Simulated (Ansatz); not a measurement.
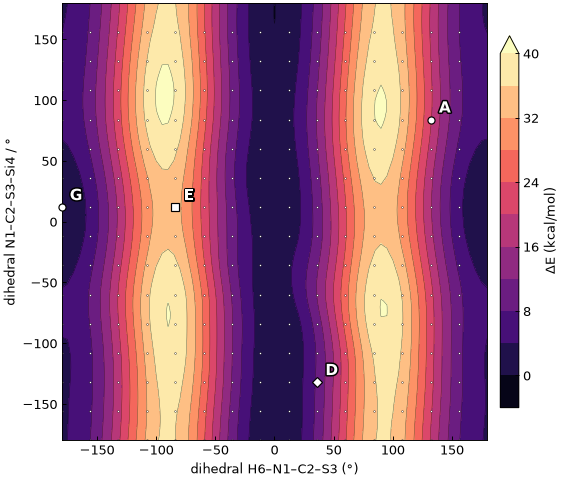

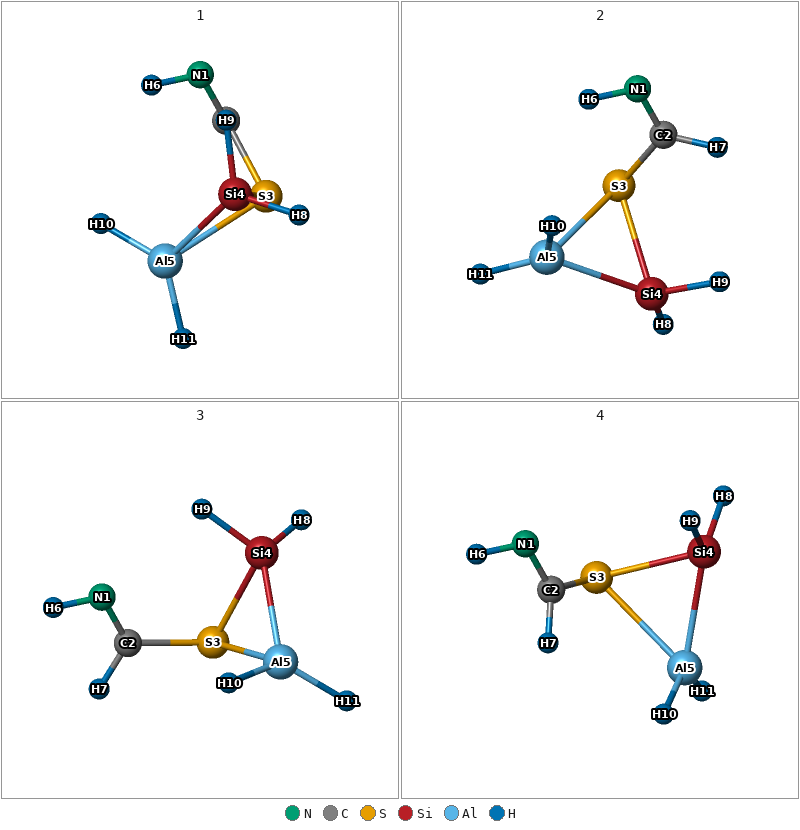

CH₆AlNSSi. 
- First axis: dihedral H6–N1–C2–S3. Second axis: dihedral N1–C2–S3–Si4.
- Nothing is relaxed (all other coordinates rigid).
- The scan uses a 15 × 15 grid.
- Points are written as (first, second).
- Energies are in kcal/mol, from the relaxed molecule at the same level.
- The dihedral twists a double bond; near 90° a spin-restricted reference is unreliable.
- These are results of RKS PBE-D4/def2-SVP in Ansatz, not measurements.

The picture shows filled contours, dots at the grid points, one colour for all values above the top of the scale, lettered points. Between grid points the surface is interpolated. The numbered pictures are the structures at these points, in random order.

Which structure belongs to which point?

A is structure 4: (132°, 84°), 20.4 kcal/mol; D is structure 2: (36°, −132°), 8.7 kcal/mol; E is structure 1: (−84°, 12°), 33.4 kcal/mol; G is structure 3: (−180°, 12°), 0.8 kcal/mol.
